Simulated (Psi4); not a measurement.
# Property calculation of GeNH$_{4}$Cl

System: GeNH$_{4}$Cl, SMILES [NH2][GeH2][Cl].
Method: B3LYP/def2-SVP, RKS (Psi4 1.11).

The geometry comes from this level: PBE0-D4/def2-TZVP.

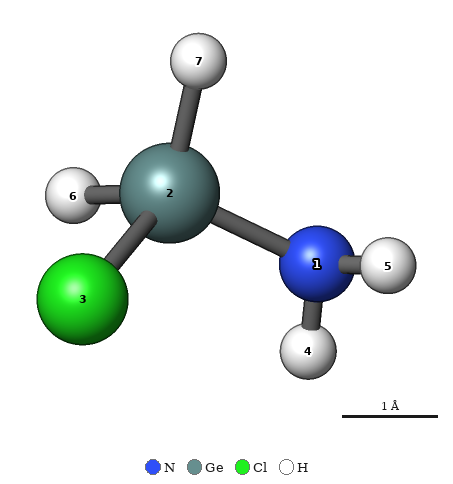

The input geometry (ball-and-stick view, seen at a tilt; atoms are numbered from 1 in the order of the input). Sticks mark near contacts. Bond lengths as drawn: Cl–Ge 2.18 Å, Ge–H 1.53 Å, Ge–N 1.82 Å and H–N 1.01 Å.

Input (run.py)
```python
import psi4

psi4.set_memory(1600000000)
psi4.set_num_threads(1)
psi4.core.set_output_file('run.log', False)

m = psi4.geometry("""
0 1
N     -0.792900     0.515500    -0.722700
Ge     0.579900     0.003300     0.353200
Cl     0.394500    -2.054600     1.034500
H     -1.700900     0.526800    -0.279600
H     -0.858900     0.014700    -1.597700
H      0.559300     0.864900     1.617200
H      1.880200     0.061300    -0.450600
symmetry c1
""")

psi4.set_options({
    'basis': 'def2-SVP',
    'reference': 'rks',
    'puream': True,
    'scf_type': 'pk',
    'dft_radial_points': 250,
    'dft_spherical_points': 1202,
})

E, wfn = psi4.energy('b3lyp', return_wfn=True)
psi4.oeprop(wfn, 'DIPOLE', 'QUADRUPOLE', 'MULLIKEN_CHARGES', 'LOWDIN_CHARGES', title='B3LYP')
print('E =', round(E, 9))
```

Run on 1 thread of Intel Xeon @ 2.50GHz (Skylake/Cascade Lake), 16 GiB of memory available, shared host.

Launch command:
```bash
python run.py
```

Output
```
=> Loading Basis Set <=

    Name: DEF2-SVP
    Role: ORBITAL
    Keyword: BASIS

         ---------------------------------------------------------
                                   SCF
                              RKS Reference
                        1 Threads,   1525 MiB Core
         ---------------------------------------------------------

  ==> Geometry <==

    Molecular point group: c1
    Full point group: C1

    Geometry (in Angstrom), charge = 0, multiplicity = 1:

       Center              X                  Y                   Z               Mass
    ------------   -----------------  -----------------  -----------------  -----------------
         N           -1.150891237295     1.011112294536    -1.128043286211    14.003074004430
         GE           0.221908762705     0.498912294536    -0.052143286211    73.921177761000
         CL           0.036508762705    -1.558987705464     0.629156713789    34.968852682000
         H           -2.058891237295     1.022412294536    -0.684943286211     1.007825032230
         H           -1.216891237295     0.510312294536    -2.003043286211     1.007825032230
         H            0.201308762705     1.360512294536     1.211856713789     1.007825032230
         H            1.522208762705     0.556912294536    -0.855943286211     1.007825032230

  Running in c1 symmetry.

  Rotational constants: A =      0.42143  B =      0.10883  C =      0.09090 [cm^-1]
  Rotational constants: A =  12634.18347  B =   3262.72475  C =   2725.18800 [MHz]
  Nuclear repulsion =  274.823479780225739

  Charge       = 0
  Multiplicity = 1
  Electrons    = 60
  Nalpha       = 30
  Nbeta        = 30

  ==> Algorithm <==

  SCF Algorithm Type is PK.
  DIIS enabled.
  MOM disabled.
  Fractional occupation disabled.
  Guess Type is SAD.
  Energy threshold   = 1.00e-06
  Density threshold  = 1.00e-06
  Integral threshold = 1.00e-12

  ==> Primary Basis <==

  Basis Set: DEF2-SVP
    Blend: DEF2-SVP
    Number of shells: 38
    Number of basis functions: 84
    Number of Cartesian functions: 89
    Spherical Harmonics?: true
    Max angular momentum: 2

  ==> DFT Potential <==

   => LibXC <=

    Version 7.1.2

   => Composite Functional: B3LYP <=

    B3LYP Hyb-GGA Exchange-Correlation Functional

    Deriv               =              1
    GGA                 =           TRUE
    Meta                =          FALSE

    Exchange Hybrid     =           TRUE
    MP2 Hybrid          =          FALSE

   => Exchange Functionals <=

    0.0800   Slater exchange
    0.7200         Becke 88

   => Exact (HF) Exchange <=

    0.2000               HF

   => Correlation Functionals <=

    0.1900   Vosko, Wilk & Nusair (VWN5_RPA)
    0.8100   Lee, Yang & Parr

   => LibXC Density Thresholds  <==

    XC_HYB_GGA_XC_B3LYP:  1.00E-15

   => Molecular Quadrature <=

    Radial Scheme          =       TREUTLER
    Pruning Scheme         =           NONE
    Nuclear Scheme         =       TREUTLER

    Blocking Scheme        =         OCTREE
    BS radius alpha        =              1
    Pruning alpha          =              1
    Radial Points          =            250
    Spherical Points       =           1202
    Total Points           =        1971919
    Total Blocks           =          12750
    Max Points             =            256
    Max Functions          =             81
    Weights Tolerance      =       1.00E-15

  ==> Integral Setup <==

  Using in-core PK algorithm.
   Calculation information:
      Number of atoms:                   7
      Number of AO shells:              38
      Number of primitives:             80
      Number of atomic orbitals:        89
      Number of basis functions:        84

      Integral cutoff                 1.00e-12
      Number of threads:                 1

  Performing in-core PK
  Using 12748470 doubles for integral storage.
  We computed 250076 shell quartets total.
  Whereas there are 274911 unique shell quartets.

  ==> DiskJK: Disk-Based J/K Matrices <==

    J tasked:                  Yes
    K tasked:                  Yes
    wK tasked:                  No
    Memory [MiB]:              379
    Schwarz Cutoff:          1E-12

  Cached 20.0% of DFT collocation blocks in 0.703 [GiB].

  Minimum eigenvalue in the overlap matrix is 1.4919557970E-02.
  Reciprocal condition number of the overlap matrix is 3.1868576082E-03.
    Using symmetric orthogonalization.

  ==> Pre-Iterations <==

  SCF Guess: Superposition of Atomic Densities via on-the-fly atomic UHF (no occupation information).

   -------------------------
    Irrep   Nso     Nmo
   -------------------------
     A         84      84
   -------------------------
    Total      84      84
   -------------------------

  ==> Iterations <==

                        Total Energy        Delta E     RMS |[F,P]|

   @RKS iter SAD: -2590.60787027669357   -2.59061e+03   0.00000e+00
   @RKS iter   1: -2592.56776447815810   -1.95989e+00   2.90589e-02 ADIIS/DIIS
   @RKS iter   2: -2590.19132676811250    2.37644e+00   5.56757e-02 ADIIS/DIIS
   @RKS iter   3: -2593.98232400640882   -3.79100e+00   4.84340e-03 ADIIS/DIIS
   @RKS iter   4: -2594.01780100855194   -3.54770e-02   1.13044e-03 ADIIS/DIIS
   @RKS iter   5: -2594.02160479773738   -3.80379e-03   2.27588e-04 ADIIS/DIIS
   @RKS iter   6: -2594.02174478287043   -1.39985e-04   6.52604e-05 DIIS
   @RKS iter   7: -2594.02175836205470   -1.35792e-05   4.70993e-06 DIIS
   @RKS iter   8: -2594.02175845092734   -8.88726e-08   8.34629e-07 DIIS
  Energy and wave function converged.

  ==> Post-Iterations <==

   Electrons on quadrature grid:
      Ntotal   =   59.9999999049 ; deviation = -9.511e-08

    Orbital Energies [Eh]
    ---------------------

    Doubly Occupied:

       1A   -398.730809     2A   -101.473998     3A    -49.795556
       4A    -44.330413     5A    -44.329278     6A    -44.329234
       7A    -14.323120     8A     -9.428884     9A     -7.195526
      10A     -7.189112    11A     -7.188891    12A     -6.247542
      13A     -4.423701    14A     -4.420150    15A     -4.419361
      16A     -1.247092    17A     -1.245898    18A     -1.243546
      19A     -1.241034    20A     -1.241016    21A     -0.847234
      22A     -0.792244    23A     -0.556596    24A     -0.495953
      25A     -0.402802    26A     -0.369987    27A     -0.368909
      28A     -0.306463    29A     -0.295731    30A     -0.271576

    Virtual:

      31A      0.017162    32A      0.024919    33A      0.054106
      34A      0.085597    35A      0.102219    36A      0.117672
      37A      0.197292    38A      0.285979    39A      0.288692
      40A      0.343310    41A      0.347690    42A      0.400273
      43A      0.471664    44A      0.478098    45A      0.556035
      46A      0.586692    47A      0.652320    48A      0.658594
      49A      0.744994    50A      0.750132    51A      0.785127
      52A      0.806699    53A      0.817896    54A      0.848149
      55A      0.873577    56A      0.919864    57A      0.929898
      58A      0.944117    59A      0.953973    60A      0.995937
      61A      1.043247    62A      1.287597    63A      1.307182
      64A      1.501690    65A      1.504485    66A      1.606838
      67A      1.619179    68A      1.692976    69A      1.755794
      70A      1.805800    71A      1.858180    72A      1.918512
      73A      2.115423    74A      2.118304    75A      2.377878
      76A      2.449178    77A      2.460215    78A      2.571393
      79A      2.591424    80A      2.666366    81A      2.723386
      82A      2.768724    83A      3.085072    84A      3.312462

    Final Occupation by Irrep:
              A
    DOCC [    30 ]
    NA   [    30 ]
    NB   [    30 ]

  @RKS Final Energy: -2594.02175845092734

   => Energetics <=

    Nuclear Repulsion Energy =            274.8234797802257390
    One-Electron Energy =               -4154.4156824617512029
    Two-Electron Energy =                1378.7915337560036733
    DFT Exchange-Correlation Energy =     -93.2210895254056453
    Empirical Dispersion Energy =           0.0000000000000000
    VV10 Nonlocal Energy =                  0.0000000000000000
    Total Energy =                      -2594.0217584509273365

Computation Completed

Properties will be evaluated at   0.000000,   0.000000,   0.000000 [a0]

Properties computed using the SCF density matrix

 Multipole Moments:

 ------------------------------------------------------------------------------------
     Multipole            Electronic (a.u.)      Nuclear  (a.u.)        Total (a.u.)
 ------------------------------------------------------------------------------------

 L = 1.  Multiply by 2.5417464519 to convert [e a0] to [Debye]
 Dipole X            :          3.2556044           -3.5654866           -0.3098822
 Dipole Y            :          0.4634458           -0.0182592            0.4451866
 Dipole Z            :          1.8990686           -2.2701227           -0.3710540
 Magnitude           :                                                    0.6571904

 ------------------------------------------------------------------------------------

	total time  =         57 seconds =       0.95 minutes

Properties will be evaluated at   0.000000,   0.000000,   0.000000 [a0]

Properties computed using the B3LYP density matrix

 Multipole Moments:

 ------------------------------------------------------------------------------------
     Multipole            Electronic (a.u.)      Nuclear  (a.u.)        Total (a.u.)
 ------------------------------------------------------------------------------------

 L = 1.  Multiply by 2.5417464519 to convert [e a0] to [Debye]
 Dipole X            :          3.2556044           -3.5654866           -0.3098822
 Dipole Y            :          0.4634458           -0.0182592            0.4451866
 Dipole Z            :          1.8990686           -2.2701227           -0.3710540
 Magnitude           :                                                    0.6571904

 L = 2.  Multiply by 1.3450342976 to convert [e a0^2] to [Debye ang]
 Quadrupole XX       :        -92.9942921           67.6638497          -25.3304424
 Quadrupole XY       :         25.8547439          -25.6221766            0.2325673
 Quadrupole XZ       :        -41.7696865           42.4840308            0.7143443
 Quadrupole YY       :       -244.7946570          213.9285084          -30.8661486
 Quadrupole YZ       :         94.8050250          -92.9953384            1.8096865
 Quadrupole ZZ       :       -106.8514472           80.0139618          -26.8374854
 Traceless XX        :         55.2191733          -52.8715902            2.3475831
 Traceless YY        :        -96.5811916           93.3930684           -3.1881232
 Traceless ZZ        :         41.3620182          -40.5214782            0.8405400

 ------------------------------------------------------------------------------------
  Mulliken Charges: (a.u.)
   Center  Symbol    Alpha    Beta     Spin     Total
       1     N     3.66593  3.66593  0.00000 -0.33187
       2    GE    15.73491 15.73491  0.00000  0.53017
       3    CL     8.64305  8.64305  0.00000 -0.28611
       4     H     0.43912  0.43912  0.00000  0.12175
       5     H     0.43914  0.43914  0.00000  0.12173
       6     H     0.53892  0.53892  0.00000 -0.07784
       7     H     0.53892  0.53892  0.00000 -0.07784

   Total alpha = 30.00000, Total beta = 30.00000, Total charge = -0.00000

  Lowdin Charges: (a.u.)
   Center  Symbol    Alpha    Beta     Spin     Total
       1     N     3.59598  3.59598  0.00000 -0.19197
       2    GE    15.87032 15.87032  0.00000  0.25937
       3    CL     8.53821  8.53821  0.00000 -0.07642
       4     H     0.46568  0.46568  0.00000  0.06864
       5     H     0.46570  0.46570  0.00000  0.06860
       6     H     0.53205  0.53205  0.00000 -0.06411
       7     H     0.53206  0.53206  0.00000 -0.06411

  Total alpha = 30.00000, Total beta = 30.00000, Total charge = -0.00000
```

Standard output
```
E = -2594.021758451
```

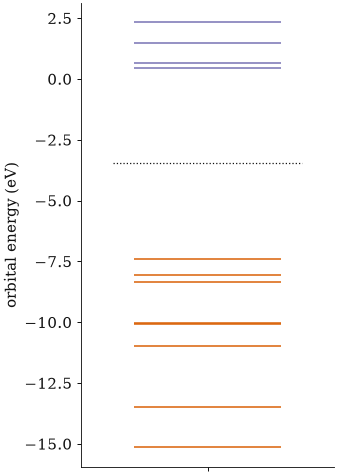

Orbital energies near the frontier; the dotted line parts filled from empty levels, and levels within 0.02 eV of each other stand side by side. Highest filled −7.39 eV, lowest empty 0.47 eV, 7.86 eV apart.

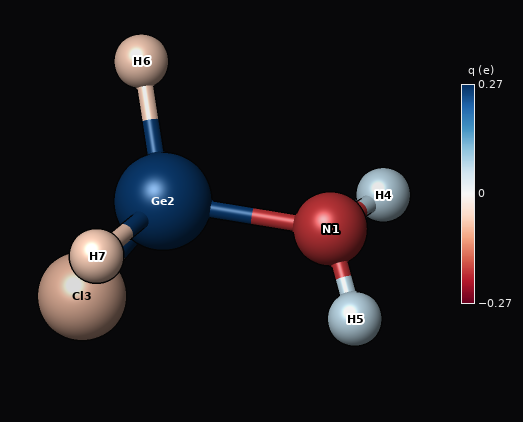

Löwdin charges, as the colour of each atom (ball-and-stick view, seen at a tilt; atoms are numbered from 1 in the order of the input). By element: N −0.19, Ge +0.26, Cl −0.08 and H −0.06 to +0.07 e.

Summary

- outcome: converged
- total energy: −2594.021758 hartree
- basis functions: 84
- HOMO: −7.39 eV
- LUMO: 0.47 eV
- dipole moment: 1.67 D
- wall time: 59 s
- peak memory: 1.2 GiB
